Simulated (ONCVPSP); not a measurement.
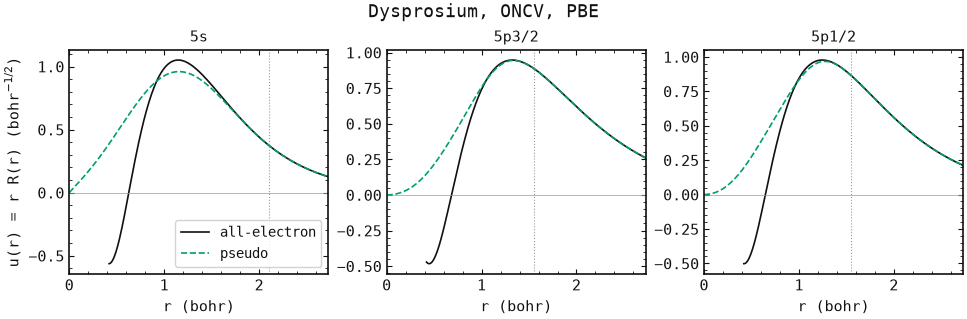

All-electron valence functions (solid) with their pseudo partners (dashed). Dotted lines mark the matching radii. The innermost oscillations of some all-electron curves aren't drawn. Pseudo-waves: 5s has no node; 5p3/2 has no node; 5p1/2 has no node.

**Run report: Dy, pseudopotential generation (part 1 of 2)**

System: dysprosium (Dy, Z = 66), core [Kr] 4d10 4f9, reference valence 5s2 5p6 (an ion of charge +3), valence charge 11.
Method: ONCV potential, PBE, fully relativistic, made with ONCVPSP 4.0.1.

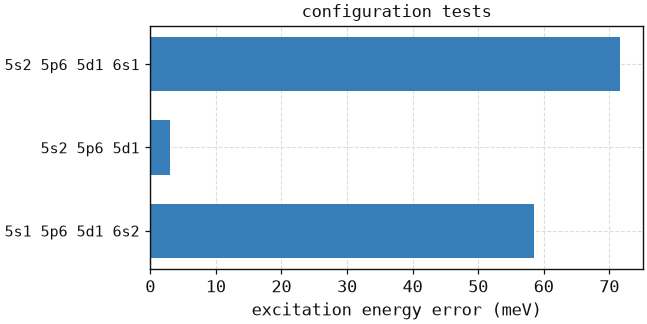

Errors, all-electron minus pseudo, of the energies of valence configurations relative to the unpolarised reference 5s2 5p6. Not all tests gave a result: 1 of 4 tests not solved.

- Worst configuration: 5s2 5p6 5d1 6s1 (charge +1): the error is +72 meV on an all-electron energy of -32.33 eV relative to the reference, or 0.22 %.
- Configurations within 10 meV and within 50 meV: 1 and 1 of 3.
- Errors in meV: 5s2 5p6 5d1 6s1: +72; 5s2 5p6 5d1: +3.1; 5s1 5p6 5d1 6s2: +59. The potential isn't sound: its ghost test gives GHOST(-) flagged for s at -99.8 eV; GHOST(+) flagged for p3/2 at 126.4 eV, p1/2 at 169.1 eV.

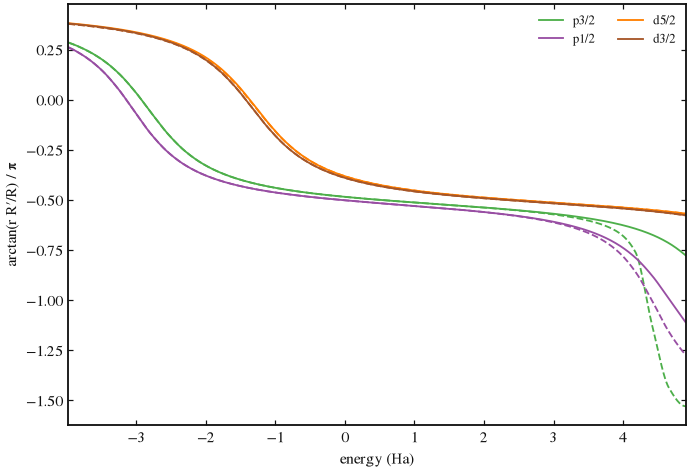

Unwrapped phase arctan(r R′/R) in units of π against energy, all-electron (solid) and pseudo (dashed); the pseudo phase is matched to the all-electron one at the reference energy. Here R(r) is the radial function. Not drawn: s: not judged, the stored energies step over a narrow level; f7/2: not judged; f5/2: not judged.

- Range over which the phases agree within 0.05 rad: p3/2: up to about 3.6 Ha; p1/2: up to about 3.6 Ha; d5/2: over the whole range drawn; d3/2: over the whole range drawn.
- Poles, where the radial function vanishes at the test radius: p3/2: all-electron at 0.5 Ha, pseudo at 0.5 and 4.8 Ha; p1/2: all-electron at -0.1 Ha, pseudo at -0.1 Ha; d5/2: all-electron at 2.5 Ha, pseudo at 2.4 Ha; d3/2: all-electron at 2.3 Ha, pseudo at 2.3 Ha.

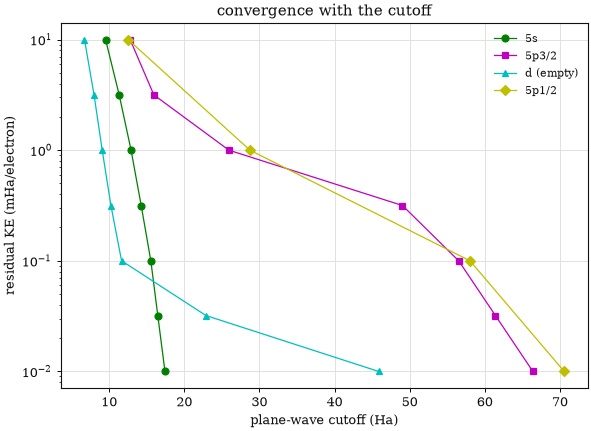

Residual kinetic energy of the pseudo-waves (the first of each channel, and further valence shells) beyond the plane-wave cutoff, as the generator prints it.

- Cutoffs for the occupied states: 29 Ha for 1 mHa and 58 Ha for 0.1 mHa per electron. The first is set by 5p1/2.
- Cutoffs for 1 mHa per electron: 5p1/2: 29 Ha; 5p3/2: 26 Ha; 5s: 13 Ha; d (empty): 9.1 Ha.

Input and output of the run follow.

Input:
```
# ATOM AND REFERENCE CONFIGURATION
# atsym  z   nc   nv     iexc    psfile
  Dy 66.00   10    2        4      upf
#
#   n    l    f
    1    0    2.00
    2    0    2.00
    2    1    6.00
    3    0    2.00
    3    1    6.00
    3    2   10.00
    4    0    2.00
    4    1    6.00
    4    2   10.00
    4    3    9.00
    5    0    2.00
    5    1    6.00
#
# PSEUDOPOTENTIAL AND OPTIMIZATION
# lmax
    2
#
#   l,   rc,      ep,       ncon, nbas, qcut
    0    2.10    0.00    4    8    6.30
    1    1.55    0.00    4    7    5.80
    2    1.60    0.08    3    6    5.30
#
# LOCAL POTENTIAL
# lloc, lpopt,  rc(5),   dvloc0
    4    5    1.05    0.00
#
# VANDERBILT-KLEINMAN-BYLANDER PROJECTORs
# l, nproj, debl
    0    2    0.60
    1    2    1.20
    2    2    3.80
#
# MODEL CORE CHARGE
# icmod, fcfact, rcfact
    3    5.00    1.40
#
# LOG DERIVATIVE ANALYSIS
# epsh1, epsh2, depsh
   -4.00    5.00    0.02
#
# OUTPUT GRID
# rlmax, drl
    6.00    0.01
#
# TEST CONFIGURATIONS
# ncnf
    4
# nvcnf
#   n    l    f
    4
    5    0    2.00
    5    1    6.00
    5    2    1.00
    6    0    2.00
#
    4
    5    0    2.00
    5    1    6.00
    5    2    1.00
    6    0    1.00
#
    3
    5    0    2.00
    5    1    6.00
    5    2    1.00
#
    4
    5    0    1.00
    5    1    6.00
    5    2    1.00
    6    0    2.00
#
```

Command:
```bash
oncvpspr.x < Dy.dat > Dy.out
```

The program's output (extracts):
```
ONCVPSP  (Optimized Norm-Conservinng Vanderbilt PSeudopotential)
relativistic version 4.0.1

#   n    l    f        energy (Ha)
    1    0    2.00    -1.9710461D+03
    2    0    2.00    -3.2904549D+02
    2    1    6.00    -2.8355842D+02    -3.1296583D+02
    3    0    2.00    -7.4194824D+01
    3    1    6.00    -6.1081379D+01    -6.7188031D+01
    3    2   10.00    -4.7718582D+01    -4.9051680D+01
    4    0    2.00    -1.5642992D+01
    4    1    6.00    -1.1509645D+01    -1.2878497D+01
    4    2   10.00    -6.7101515D+00    -6.9588194D+00
    4    3    9.00    -1.2576822D+00    -1.2924839D+00
    5    0    2.00    -2.8731590D+00
    5    1    6.00    -1.9140939D+00    -2.1037512D+00

Reference configufation results
  iterations    26
  all-electron total energy (Ha)   -1.21666309D+04

Begin loop to  construct optimized pseudo wave functions
and semi-local pseudopoentials for all angular momenta

WARNING wellstate: moderately localized bound state found for n= 6 l=  0
WARNING scattering state with energy  0.05000000
WARNING will be used for the first projector

   Wellstate for l =  0  n =  7 kap= -1
     eigenvalue =   0.0500
     asymptotic potential =   0.5500
     half-point radius =  3.4813

Calculating optimized projector #   1

 for l=   0

    Fraction of norm inside rc  0.960539
    Optimizing pswf for qcut=   6.31 a_B^-1,  ecut=  19.88 Ha
    Residual kinetic energy error=  4.42D-07 Ha

    Energy error per electron        Cutoff
         Ha          eV             Ha
         0.01000     0.27211        9.52
         0.00100     0.02721       12.92
         0.00010     0.00272       15.55
         0.00001     0.00027       17.43

Calculating optimized projector #   2

 for l=   0

    Fraction of norm inside rc  0.077017
    Optimizing pswf for qcut=   6.31 a_B^-1,  ecut=  19.88 Ha
    Residual kinetic energy error=  1.89D-06 Ha

    Energy error per electron        Cutoff
         Ha          eV             Ha
         0.01000     0.27211        8.48
         0.00100     0.02721       12.97
         0.00010     0.00272       16.02
         0.00001     0.00027       18.43

WARNING wellstate: negative energy specified for n= 6 l=  1
WARNING scattering state with energy  0.25000000
WARNING will be used for the first projector

   Wellstate for l =  1  n =  7 kap= -2
     eigenvalue =   0.2500
     asymptotic potential =   0.7500
     half-point radius =  3.9171

Calculating optimized projector #   1

 for l=   1

    Fraction of norm inside rc  0.581673
    Optimizing pswf for qcut=   5.81 a_B^-1,  ecut=  16.88 Ha
    Residual kinetic energy error=  2.12D-03 Ha

    Energy error per electron        Cutoff
         Ha          eV             Ha
         0.01000     0.27211       12.79
         0.00100     0.02721       25.94
         0.00010     0.00272       56.53
         0.00001     0.00027       66.40

Calculating optimized projector #   2

 for l=   1

    Fraction of norm inside rc  0.042516
    Optimizing pswf for qcut=   5.81 a_B^-1,  ecut=  16.88 Ha
    Residual kinetic energy error=  7.24D-04 Ha

    Energy error per electron        Cutoff
         Ha          eV             Ha
         0.01000     0.27211        5.92
         0.00100     0.02721       16.14
         0.00010     0.00272       30.28
         0.00001     0.00027       56.08

   Wellstate for l =  1  n =  7 kap=  1
     eigenvalue =  -0.9038

Calculating optimized projector #   1

 for l=   1

    Fraction of norm inside rc  0.654100
    Optimizing pswf for qcut=   5.81 a_B^-1,  ecut=  16.88 Ha
    Residual kinetic energy error=  2.42D-03 Ha

    Energy error per electron        Cutoff
         Ha          eV             Ha
         0.01000     0.27211       12.53
         0.00100     0.02721       28.74
         0.00010     0.00272       58.03
         0.00001     0.00027       70.57

Calculating optimized projector #   2

 for l=   1

    Fraction of norm inside rc  0.041533
    Optimizing pswf for qcut=   5.81 a_B^-1,  ecut=  16.88 Ha
    Residual kinetic energy error=  9.07D-04 Ha

    Energy error per electron        Cutoff
         Ha          eV             Ha
         0.01000     0.27211        6.06
         0.00100     0.02721       16.58
         0.00010     0.00272       33.07
         0.00001     0.00027       59.97

WARNING wellstate: moderately localized bound state found for n= 5 l=  2
WARNING scattering state with energy  0.05000000
WARNING will be used for the first projector

   Wellstate for l =  2  n =  6 kap= -3
     eigenvalue =   0.0500
     asymptotic potential =   0.5500
     half-point radius =  2.9313

   Wellstate for l =  2  n =  8 kap= -3
     eigenvalue =   3.8500
     asymptotic potential =   4.3500
     half-point radius =  3.1797

Calculating optimized projector #   1

 for l=   2

    Fraction of norm inside rc  0.091794
    Optimizing pswf for qcut=   5.30 a_B^-1,  ecut=  14.05 Ha
    Residual kinetic energy error=  4.97D-05 Ha

    Energy error per electron        Cutoff
         Ha          eV             Ha
         0.01000     0.27211        6.72
         0.00100     0.02721        9.07
         0.00010     0.00272       11.65
         0.00001     0.00027       45.86

Calculating optimized projector #   2

 for l=   2

    Fraction of norm inside rc  0.040545
    Optimizing pswf for qcut=   5.30 a_B^-1,  ecut=  14.05 Ha
    Residual kinetic energy error=  2.41D-04 Ha

    Energy error per electron        Cutoff
         Ha          eV             Ha
         0.01000     0.27211       10.03
         0.00100     0.02721       11.69
         0.00010     0.00272       18.52
         0.00001     0.00027       52.76

   Wellstate for l =  2  n =  5 kap=  2
     eigenvalue =   0.0800

   Wellstate for l =  2  n =  8 kap=  2
     eigenvalue =   2.9452

Calculating optimized projector #   1

 for l=   2

    Fraction of norm inside rc  0.345319
    Optimizing pswf for qcut=   5.30 a_B^-1,  ecut=  14.05 Ha
    Residual kinetic energy error=  4.08D-05 Ha

    Energy error per electron        Cutoff
         Ha          eV             Ha
         0.01000     0.27211        7.56
         0.00100     0.02721        9.97
         0.00010     0.00272       12.10
         0.00001     0.00027       42.63

Calculating optimized projector #   2

 for l=   2

    Fraction of norm inside rc  0.041042
    Optimizing pswf for qcut=   5.30 a_B^-1,  ecut=  14.05 Ha
    Residual kinetic energy error=  1.11D-04 Ha

    Energy error per electron        Cutoff
         Ha          eV             Ha
         0.01000     0.27211       10.21
         0.00100     0.02721       11.84
         0.00010     0.00272       15.59
         0.00001     0.00027       52.68

Construct Vanderbilt / Kleinmman-Bylander projectors

B matrix Hermiticity error, ll=  0  kap= -1
   1   2   -2.5821D-04

  Orthonormal projector coefficients  1.4530E+01  1.4907E+00

B matrix Hermiticity error, ll=  1  kap= -2
   1   2   -1.8343D-04

  Orthonormal projector coefficients  1.2470E+01  1.6456E+00

B matrix Hermiticity error, ll=  1  kap=  1
   1   2   -2.1432D-04

  Orthonormal projector coefficients  1.2895E+01  1.9801E+00

B matrix Hermiticity error, ll=  2  kap= -3
   1   2   -1.5224D-04

  Orthonormal projector coefficients  8.2729E+00  1.0663E+00

B matrix Hermiticity error, ll=  2  kap=  2
   1   2    3.2163D-04

  Orthonormal projector coefficients  8.0296E+00  9.0238E-01

 Orthonormal scalar projector coefficients, l =  1
  1.2575E+01  1.7705E+00  2.2166E-02  1.3385E-03

 Orthonormal spin-orbit projector coefficients, l =  1
 -1.2253E+00  6.1408E-01  1.3139E-01 -2.6727E-02

 Orthonormal scalar projector coefficients, l =  2
  8.1748E+00  9.9893E-01  2.1660E-03  3.1616E-04

 Orthonormal spin-orbit projector coefficients, l =  2
  1.3454E-01  6.8419E-02 -3.1532E-02 -8.5624E-03

Model core correction analysis
  based on d2Exc/dn_idn_j

d2excae - all-electron derivatives

   -2.265815D-02   -1.983450D-02
   -1.983450D-02   -2.001823D-02

d2excps - pseudofunction derivatives with no core correction

   -4.490650D-02   -3.300007D-02
   -3.300129D-02   -3.233296D-02

rms 2nd derivative error    1.575864E-02

rmatch, rhocmatch    8.6680    0.0000

Teter function model core charge with specified parameters

d2excps - pseudofunction derivatives with core correction

   -4.490650D-02   -3.300007D-02
   -3.300129D-02   -3.233296D-02

rms 2nd derivative error    1.575864E-02

Pseudoatom total energy  -36.606672

Diagnostic tests using Vanderbilt-Kleinman-Bylander pseudopotentials
  relativistic with J = L +/- 1/2 projectors

   l  kap   rcore       rmatch      e in        delta e    norm test   slope test

   0  -1   2.1124851   2.1766247  -2.8731590   0.0000042   1.0002463   1.0002391
   0  -1   2.1124851   2.1766247   0.0500000   0.0000177   1.0001413   1.0001413

   1  -2   1.5570288   1.6043036  -1.9140939  -0.0000163   1.0001021   1.0001392
   1   1   1.5570288   1.6043036  -2.1037512  -0.0000022   1.0001177   1.0001217
   1  -2   1.5570288   1.6043036   0.2500000  -0.0000003   1.0004077   1.0004077
   1   1   1.5570288   1.6043036   0.2259106   0.0000041   1.0004269   1.0004269

   2  -3   1.6043036   1.6530137   0.0500000   0.0000661   1.0001864   1.0001864
   2   2   1.6043036   1.6530137  -0.8547992   0.0000375   1.0001328   1.0001328
   2  -3   1.6043036   1.6530137   3.8500000  -0.0000411   1.0005564   1.0005564
   2   2   1.6043036   1.6530137   3.8430835  -0.0000480   1.0005544   1.0005544

Diagnostic tests using Vanderbilt-Kleinman-Bylander pseudopotentials
  relativistic with scalar and spin-orbit non-local projectors

   l  kap   rcore       rmatch      e in        delta e    norm test   slope test

   0  -1   2.1124851   2.1766247  -2.8731590   0.0000042   1.0002463   1.0002391
   0  -1   2.1124851   2.1766247   0.0500000   0.0000177   1.0001413   1.0001413

   1  -2   1.5570288   1.6043036  -1.9140939  -0.0000293   1.0001024   1.0001173
   1   1   1.5570288   1.6043036  -2.1037512  -0.0000164   1.0001185   1.0001062
   1  -2   1.5570288   1.6043036   0.2500000  -0.0000185   1.0004052   1.0004052
   1   1   1.5570288   1.6043036   0.2259106  -0.0000103   1.0004238   1.0004238

   2  -3   1.6043036   1.6530137   0.0500000  -0.0000202   1.0001642   1.0001642
   2   2   1.6043036   1.6530137  -0.8547992  -0.0000822   1.0001120   1.0001120
   2  -3   1.6043036   1.6530137   3.8500000  -0.0000631   1.0005723   1.0005723
   2   2   1.6043036   1.6530137   3.8430835  -0.0000744   1.0005716   1.0005716

Ghost test for J = L + 1/2

 Testing for bound ghosts
   n   l    E NL Schr. Eq   E Basis Diag.   E Cutoff

       0                       -3.666680     59.34  WARNING - GHOST(-)
   1   0       -2.873155       -2.873154     59.34

   2   1       -1.914110       -1.913780     91.66

   3   2       -0.906469       -0.895774     70.95

 Testing for highly-localized positive-energy ghosts
       l    <radius>/rc     E Basis Diag.   E Cutoff

       1        0.560358        4.645092     91.66  WARNING - GHOST(+)

Ghost test for J = L - 1/2

 Testing for bound ghosts
   n   l    E NL Schr. Eq   E Basis Diag.   E Cutoff

       0                       -3.666680     59.34  WARNING - GHOST(-)
   1   0       -2.873155       -2.873154     59.34

   2   1       -2.103753       -2.103602     91.66

   3   2       -0.923403       -0.913794     70.95

 Testing for highly-localized positive-energy ghosts
       l    <radius>/rc     E Basis Diag.   E Cutoff

       1        0.715447        6.212669     91.66  WARNING - GHOST(+)

Test configuration 0

   n   l kap    f        eae           eps        diff
   1   0  -1  2.0000-1971.04608300
   2   0  -1  2.0000 -329.04548592
   2   1  -2  4.0000 -283.55842075
   2   1   1  2.0000 -312.96582535
   3   0  -1  2.0000  -74.19482379
   3   1  -2  4.0000  -61.08137887
   3   1   1  2.0000  -67.18803107
   3   2  -3  6.0000  -47.71858194
   3   2   2  4.0000  -49.05167991
   4   0  -1  2.0000  -15.64299187
   4   1  -2  4.0000  -11.50964547
   4   1   1  2.0000  -12.87849694
   4   2  -3  6.0000   -6.71015146
   4   2   2  4.0000   -6.95881940
   4   3  -4  5.1429   -1.25768219
   4   3   3  3.8571   -1.29248395
   5   0  -1  2.0000   -2.87315903   -2.87315487    4.17E-06
   5   1  -2  4.0000   -1.91409385   -1.91411011   -1.63E-05
   5   1   1  2.0000   -2.10375116   -2.10375340   -2.23E-06

    Total energies and differences
      AE_ref= -1.21666309E+04  AE_tst= -1.21666309E+04  dif=  0.00E+00
      PS_ref= -3.66066725E+01  PS_tst= -3.66066725E+01  dif= -1.42E-14
      PSP excitation error=  1.42E-14

Test configuration 1

psatom_r: WARNING lschvkbb convergence error n,l,kap,iter=   3   2  -3

2
ea(ii),et,emin,emax -1.299136E-01 -1.169222E-01 -1.169222E-01 -1.169222E-01

psatom_r: WARNING lschvkbb convergence error n,l,kap,iter=   1   0  -1

3
ea(ii),et,emin,emax -1.962932E+00 -2.159225E+00 -2.159225E+00 -2.159225E+00

psatom_r: WARNING lschvkbb convergence error n,l,kap,iter=   2   1  -2

3
ea(ii),et,emin,emax -1.023589E+00 -9.212303E-01 -9.212303E-01 -9.212303E-01

psatom_r: WARNING lschvkbb convergence error n,l,kap,iter=   3   2  -3

3
ea(ii),et,emin,emax -1.299136E-01 -1.169222E-01 -1.169222E-01 -1.169222E-01

psatom_r: WARNING lschvkbb convergence error n,l,kap,iter=   2   0  -1

3
ea(ii),et,emin,emax -1.915822E-01 -1.724240E-01 -1.724240E-01 -1.724240E-01
run_config_r: WARNING for fully non-local PS atom,
 WARNING no output for configuration 2

Test configuration 2

   n   l kap    f        eae           eps        diff
   1   0  -1  2.0000-1970.34134540
   2   0  -1  2.0000 -328.34088944
   2   1  -2  4.0000 -282.85361810
   2   1   1  2.0000 -312.26086609
   3   0  -1  2.0000  -73.49589023
   3   1  -2  4.0000  -60.38244264
   3   1   1  2.0000  -66.48883422
   3   2  -3  6.0000  -47.01884163
   3   2   2  4.0000  -48.35181733
   4   0  -1  2.0000  -14.94347272
   4   1  -2  4.0000  -10.80944802
   4   1   1  2.0000  -12.17875346
   4   2  -3  6.0000   -6.00921238
   4   2   2  4.0000   -6.25803152
   4   3  -4  5.1429   -0.55864632
   4   3   3  3.8571   -0.59322209
   5   0  -1  2.0000   -2.17509694   -2.16539102    9.71E-03
   5   1  -2  4.0000   -1.23100505   -1.22507525    5.93E-03
   5   1   1  2.0000   -1.41438300   -1.40714663    7.24E-03
   5   2  -3  0.6000   -0.29892858   -0.30027194   -1.34E-03
   5   2   2  0.4000   -0.31132925   -0.31169888   -3.70E-04
   6   0  -1  1.0000   -0.35032881   -0.35359587   -3.27E-03

    Total energies and differences
      AE_ref= -1.21666309E+04  AE_tst= -1.21678191E+04  dif= -1.19E+00
      PS_ref= -3.66066725E+01  PS_tst= -3.77975123E+01  dif= -1.19E+00
      PSP excitation error=  2.63E-03

Test configuration 3
```

(Continued in part 2.) Outcome of the run: generated, with a ghost state.
